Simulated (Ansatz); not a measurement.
# F₂GeH₂···HCl: what the fields show

Input file:

```
crystal:
  periodic: [false, false, false]
  atoms:
    - { symbol: Ge, position_ang: [0.243701, -0.024754, -0.11373] }
    - { symbol: F, position_ang: [0.177551, 0.094376, 1.584884] }
    - { symbol: H, position_ang: [1.711326, -0.058209, -0.505581] }
    - { symbol: F, position_ang: [-0.40033, 1.455607, -0.672039] }
    - { symbol: H, position_ang: [-0.631637, -1.170128, -0.560003] }
    - { symbol: Cl, position_ang: [-2.876114, -0.223921, 1.29689] }
    - { symbol: H, position_ang: [-1.875197, 0.044529, 2.117379] }
basis:
  gaussian: { orbitals: def2-SVP }
hamiltonian:
  xc: hf
relax:
  f_tol: 0.03
  max_steps: 50
output:
  orbitals: {}
```

Command:

```sh
ansatz run input.yaml --threads 1 --pin off --max-ram 2048MiB --backend cpu --events-out ev --progress --plain --runs-dir out
```

The fields are those of the run's last geometry, not of the input's.

All numbers below come from RHF/def2-SVP (Ansatz).

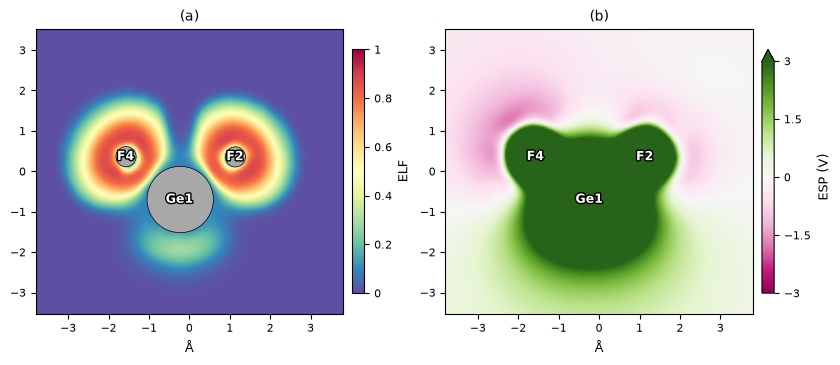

Figure 1. (a) electron localisation function; (b) molecular electrostatic potential on the plane of atoms F2, Ge1 and F4. Grey discs cover the atomic cores in the ELF map.

Interpret the plot.

Answer. Atoms in the plane: Ge and F.
Ge–F (1.71 Å): the ELF peaks at about 0.80 in the valence shell of F, 0.5 Å from its nucleus, and is about 0.25 at the midpoint.
The ELF also peaks beside F4 and F2, away from the bonds: lone-pair regions.
Outside the dense part of the complex the potential is most negative (−1.8 V) near F4.

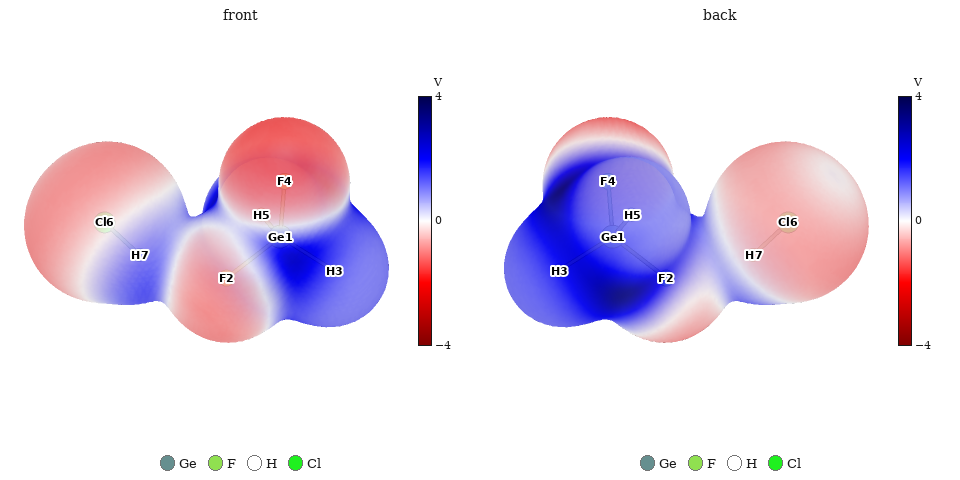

Figure 2. The molecular electrostatic potential painted on the density surface at 0.002 e/bohr³, seen from the front and from behind; red is negative and blue positive.

Where is the surface potential most negative and most positive?

Answer. The most negative region (about −1.3 V) lies over F4, the most positive (about +3.2 V) over Ge1.

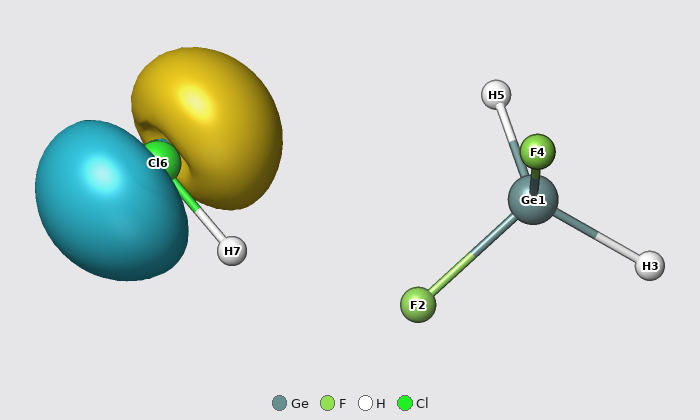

Figure 3. The HOMO−1 at ±0.2 Å⁻³ᐟ² (yellow and cyan are the two phases), seen across its widest extent.

What is the character of this orbital?

Answer. It lies mainly on Cl6 (about 95 %); largely a lone pair of Cl6. Its energy is −12.37 eV.
